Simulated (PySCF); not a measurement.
# C5H5F: the cost of one run

The runs use PySCF 2.14.0, with density-fitted response routines of our own; the level of theory stands in each step. All values are computed, except where a source is named. Atoms are numbered from 0 throughout.

### Step 1. The starting structure

11 atoms, charge 0, multiplicity 1; geometry from: PBE0-D3(BJ)/def2-SVP.

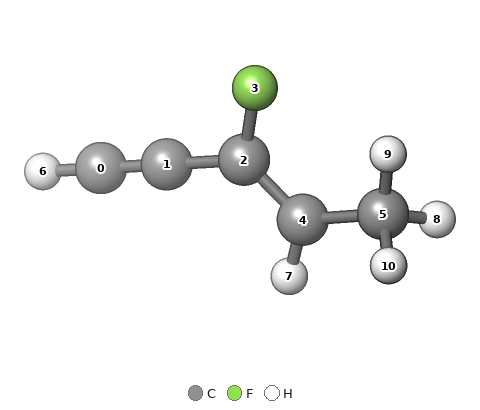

As it starts; carbon grey, fluorine green, hydrogen white, atoms numbered.

### Step 2. Shielding tensors: HF/pcSseg-2

What the job is given:

```
{"job": {"kind": "nmr", "xc": "HF", "basis": "pcSseg-2", "pop": false}, "charge": 0, "multiplicity": 1}
C      3.023628     0.474566     0.205852
C      1.838445     0.317057     0.409383
C      0.446936     0.131880     0.653477
F      0.093785     0.247001     1.942083
C     -0.473330    -0.135407    -0.283361
C     -1.923388    -0.325557    -0.012727
H      4.073387     0.612923     0.022634
H     -0.107943    -0.214219    -1.310426
H     -2.255212    -1.326454    -0.335408
H     -2.150893    -0.212029     1.055026
H     -2.527116     0.403814    -0.577848
```

With the program's defaults for keys left out, this is: GIAO HF/pcSseg-2 NMR shielding, non-relativistic, gas phase.

Run with:

```bash
$ OMP_NUM_THREADS=1 python probes_run.py task.json out
```

One launch serves the whole session: the jobs run in the order shown.

Q: Estimate the wall time and peak memory of this first job on 1 thread of Arm Neoverse N1, shared host.

About 36 s, with a peak of 1.1 GiB.
